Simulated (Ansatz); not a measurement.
Electronic density of states of amorphous Si₂₄O₅₁Al₂, density 2.24 g/cm³, on a 2×2×2 Γ-centred mesh with a Gaussian width of 0.1 eV; energies count from the Fermi level, whose place inside the gap is arbitrary. Cell and mesh are small, so fine structure isn't converged. The numbers are results of PBE, scalar-relativistic without spin-orbit coupling (plane waves to 420 eV, PAW; Ansatz, an electronic-structure program), not measurements. Sampling: a 2×2×2 Γ-centred mesh; Fermi-Dirac width 0.02 eV; no spin polarisation. At PBE the levels at both edges of the gap are localised (band-tail or defect states), and the nearest spread-out levels lie 5.8 eV apart at the zone centre.

It comes from a melt-quench run on a machine-learned potential (CHGNet), relaxed afterwards by DFT. O atoms were pushed apart under 1.9 Å during the dynamics, to hinder bonds among them. The hot cell started wider than the set density and was brought back towards it in steps. It is the lowest in DFT energy of 2 quenches. It is a model cell: composition and starting density were chosen by hand, and all elements were melted together. No dispersion term was used. Its density started from a set value of 2.24 and ended at 2.24 g/cm³. Cooling (nominally 400 K/ps over its main leg) ran many orders faster than in experiment, which tends to leave more defects and strain. One small periodic cell is one sample of the glass; other quenches scatter about these values. The volume was held where the preparation left it and the shape relaxed, at a PBE pressure of 1.4 GPa. Stress components on the final sampling reach 1.9 GPa. Cycles of charging lowered its energy after that relaxation.

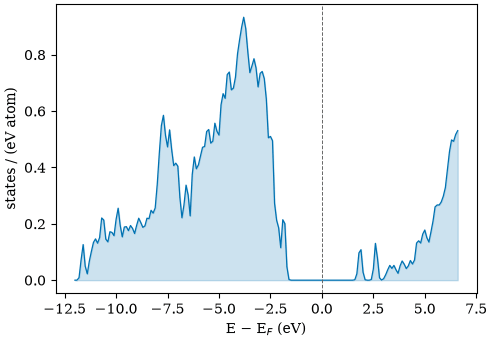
Figure: Density of states per atom

The gap between localised states on this mesh is 3.59 eV; the broadening fills part of it in the curve.
